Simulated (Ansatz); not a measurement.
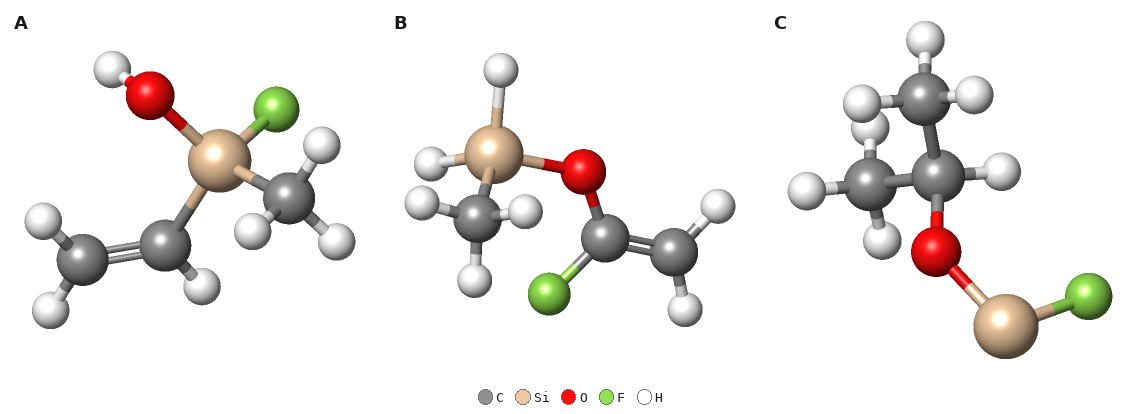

The picture comes from a calculation with Ansatz.

### Match each picture to its SMILES.
(1) CC(C)O[Si]F
(2) C=C[Si@](C)(O)F
(3) C=C(F)O[SiH2]C

A is (2), B is (3), C is (1).
